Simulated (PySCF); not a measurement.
# UBHLYP/aug-cc-pVTZ run of OF (Oxygen monofluoride)

Aim: the vertical electron affinity of OF (Oxygen monofluoride) at UBHLYP/aug-cc-pVTZ, from 2 runs. Input form: a Python script.

The calculation is run with PySCF 2.14.0.

1 further run of the same task is left out (set aside as unsound or not needed). Runs told in other sessions of the task aren't counted.

### Step 1. The system as given

OF has 2 atoms, charge 0, and is taken as a doublet. As SMILES, `[O]F`. The shape is that of a GFN2-xTB optimisation.

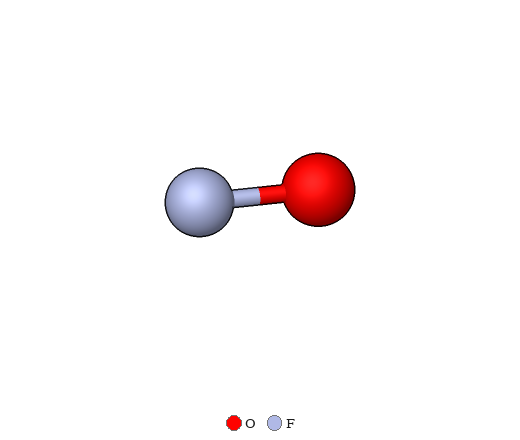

The structure, seen from a chosen angle (oxygen red, fluorine light blue).

### Step 2. The energy at UBHLYP/aug-cc-pVTZ

Contents of calc.py:

```python
from pyscf import gto, dft

mol = gto.M(
    atom=[
    ('O', (0.000000, 0.000000, 0.000000)),
    ('F', (0.000000, 0.000000, 1.298450)),
],
    basis='aug-cc-pvtz',
    max_memory=1860,
    spin=1,
    charge=0,
    verbose=4,
)

mf = dft.UKS(mol)
mf.xc = 'bhandhlyp'
mf.grids.level = 5
mf.conv_tol = 1e-10
mf.kernel()
if not mf.converged:
    mf = mf.newton().run(mf.mo_coeff, mf.mo_occ)

e_final = mf.e_tot
print('Final energy', e_final)
```

Started as:

```console
$ OMP_NUM_THREADS=1 python calc.py
```

Standard output:

```text
PySCF version 2.14.0

[INPUT] num. atoms = 2
[INPUT] num. electrons = 17
[INPUT] charge = 0
[INPUT] spin (= nelec alpha-beta = 2S) = 1
[INPUT] symmetry False subgroup None
[INPUT] Mole.unit = angstrom
[INPUT] Symbol           X                Y                Z      unit          X                Y                Z       unit  Magmom
[INPUT]  1 O      0.000000000000   0.000000000000   0.000000000000 AA    0.000000000000   0.000000000000   0.000000000000 Bohr   0.0
[INPUT]  2 F      0.000000000000   0.000000000000   1.298450000000 AA    0.000000000000   0.000000000000   2.453714886442 Bohr   0.0

nuclear repulsion = 29.3432624946975
number of shells = 26
number of NR pGTOs = 116
number of NR cGTOs = 92
basis = aug-cc-pvtz
ecp = {}

******** <class 'pyscf.dft.uks.UKS'> ********
method = UKS
initial guess = minao
damping factor = 0
level_shift factor = 0
DIIS = <class 'pyscf.scf.diis.CDIIS'>
diis_start_cycle = 1
diis_space = 8
diis_damp = 0
SCF conv_tol = 1e-10
SCF conv_tol_grad = None
SCF max_cycles = 50
direct_scf = True
direct_scf_tol = 1e-13
number electrons alpha = 9  beta = 8
XC library pyscf.dft.libxc version 7.0.0
    S. Lehtola, C. Steigemann, M. J.T. Oliveira, and M. A.L. Marques.,  SoftwareX 7, 1–5 (2018)
XC functionals = bhandhlyp
    Defined through Gaussian implementation.
radial grids:
    Treutler-Ahlrichs [JCP 102, 346 (1995); DOI:10.1063/1.469408] (M4) radial grids
[... 12 lines left out ...]
WARN: beta  nocc = 8  HOMO -0.330819470768907 >= LUMO -0.330819470768893
[... 50 lines left out ...]
converged SCF energy = -174.87076090694  <S^2> = 0.75520311  2S+1 = 2.0051964
Final energy -174.8707609069403
```

It took 7.2 s on 1 thread of Intel Xeon 6975P-C (Granite Rapids), shared host; peak memory 0.43 GiB.

### Step 3. The singlet anion

Contents of calc.py:

```python
from pyscf import gto, dft

system = gto.M(
    atom='''
O      0.000000     0.000000     0.000000
F      0.000000     0.000000     1.298450
''',
    charge=-1,
    basis='aug-cc-pvtz',
    max_memory=1860,
    spin=0,
    verbose=4,
)

ks = dft.RKS(system, xc='bhandhlyp')
ks.grids.level = 5
ks.conv_tol = 1e-10
ks.kernel()
if not ks.converged:
    ks = ks.newton().run(ks.mo_coeff, ks.mo_occ)

e_tot = ks.e_tot
print('E = %.10f Eh' % e_tot)
```

Started as:

```console
$ OMP_NUM_THREADS=1 python calc.py
```

Standard output:

```text
PySCF version 2.14.0

[INPUT] num. atoms = 2
[INPUT] num. electrons = 18
[INPUT] charge = -1
[INPUT] spin (= nelec alpha-beta = 2S) = 0
[INPUT] symmetry False subgroup None
[INPUT] Mole.unit = angstrom
[INPUT] Symbol           X                Y                Z      unit          X                Y                Z       unit  Magmom
[INPUT]  1 O      0.000000000000   0.000000000000   0.000000000000 AA    0.000000000000   0.000000000000   0.000000000000 Bohr   0.0
[INPUT]  2 F      0.000000000000   0.000000000000   1.298450000000 AA    0.000000000000   0.000000000000   2.453714886442 Bohr   0.0

nuclear repulsion = 29.3432624946975
number of shells = 26
number of NR pGTOs = 116
number of NR cGTOs = 92
basis = aug-cc-pvtz
ecp = {}

******** <class 'pyscf.dft.rks.RKS'> ********
method = RKS
initial guess = minao
damping factor = 0
level_shift factor = 0
DIIS = <class 'pyscf.scf.diis.CDIIS'>
diis_start_cycle = 1
diis_space = 8
diis_damp = 0
SCF conv_tol = 1e-10
SCF conv_tol_grad = None
SCF max_cycles = 50
direct_scf = True
direct_scf_tol = 1e-13
XC library pyscf.dft.libxc version 7.0.0
    S. Lehtola, C. Steigemann, M. J.T. Oliveira, and M. A.L. Marques.,  SoftwareX 7, 1–5 (2018)
XC functionals = bhandhlyp
    Defined through Gaussian implementation.
radial grids:
    Treutler-Ahlrichs [JCP 102, 346 (1995); DOI:10.1063/1.469408] (M4) radial grids

becke partition: Becke, JCP 88, 2547 (1988); DOI:10.1063/1.454033
pruning grids: <function nwchem_prune>
grids dens level: 5
symmetrized grids: False
atomic radii adjust function: <function treutler_atomic_radii_adjust>
small_rho_cutoff = 0
Set gradient conv threshold to 1e-05
Initial guess from minao.
tot grids = 86856
init E= -174.933603017819
  HOMO = -0.330819470768893  LUMO = -0.0209133382980209  gap/eV = 8.43298
cycle= 1 E= -174.849976961237  delta_E= 0.0836  |g|= 0.572  |ddm|= 1.09
  HOMO = 0.134156980110165  LUMO = 0.249674939901357  gap/eV = 3.14340
cycle= 2 E= -174.811682281682  delta_E= 0.0383  |g|= 0.766  |ddm|=  1.2
  HOMO = -0.011209689537932  LUMO = 0.242160553448659  gap/eV = 6.89456
cycle= 3 E= -174.920501669643  delta_E= -0.109  |g|= 0.0948  |ddm|= 0.656
  HOMO = -0.0101509165378002  LUMO = 0.241352788407342  gap/eV = 6.84376
cycle= 4 E= -174.921523298555  delta_E= -0.00102  |g|= 0.036  |ddm|= 0.048
  HOMO = -0.0105037325752694  LUMO = 0.241983391236801  gap/eV = 6.87052
cycle= 5 E= -174.921692133891  delta_E= -0.000169  |g|= 0.00885  |ddm|= 0.0198
  HOMO = -0.0122006997276839  LUMO = 0.241824699726191  gap/eV = 6.91238
cycle= 6 E= -174.921705537955  delta_E= -1.34e-05  |g|= 0.00093  |ddm|= 0.00488
  HOMO = -0.0123791170151409  LUMO = 0.241797534364906  gap/eV = 6.91650
cycle= 7 E= -174.921705827839  delta_E= -2.9e-07  |g|= 0.000223  |ddm|= 0.00119
  HOMO = -0.0123185403409203  LUMO = 0.2418111056871  gap/eV = 6.91522
cycle= 8 E= -174.921705844046  delta_E= -1.62e-08  |g|= 1.94e-05  |ddm|= 0.000277
  HOMO = -0.0123174872054842  LUMO = 0.241812895867286  gap/eV = 6.91524
cycle= 9 E= -174.921705844322  delta_E= -2.76e-10  |g|= 2.4e-06  |ddm|= 4.11e-05
  HOMO = -0.0123171660079516  LUMO = 0.241812907777662  gap/eV = 6.91523
cycle= 10 E= -174.921705844324  delta_E= -2.02e-12  |g|= 2.79e-07  |ddm|= 3.75e-06
  HOMO = -0.012317111159466  LUMO = 0.241812918435649  gap/eV = 6.91523
Extra cycle  E= -174.921705844324  delta_E= -2.27e-13  |g|= 1.76e-07  |ddm|= 4.87e-07
converged SCF energy = -174.921705844324
E = -174.9217058443 Eh
```

It took 4.2 s on 1 thread of Intel Xeon 6975P-C (Granite Rapids), shared host; peak memory 0.42 GiB.

### Step 4. Summary of results

At UBHLYP/aug-cc-pVTZ:

| quantity | value |
| --- | --- |
| doublet OF: total energy | -174.87076 Eh |
| doublet OF: dipole moment | 0.02 D |
| doublet OF: HOMO energy (highest over α and β) | -11.13 eV |
| doublet OF: LUMO energy (lowest over α and β) | -2.76 eV |
| doublet OF: ⟨S²⟩ | 0.755 |
| singlet anion: total energy | -174.92171 Eh |
| singlet anion: HOMO energy | -0.34 eV |
| singlet anion: LUMO energy | 6.58 eV |
| singlet anion: HOMO–LUMO gap (to an unbound level, set by the basis) | 6.92 eV |
| vertical electron affinity (to the singlet anion) | 1.386 eV |

**Reading.** At fixed nuclei the extra electron is bound by 1.39 eV (32 kcal/mol).
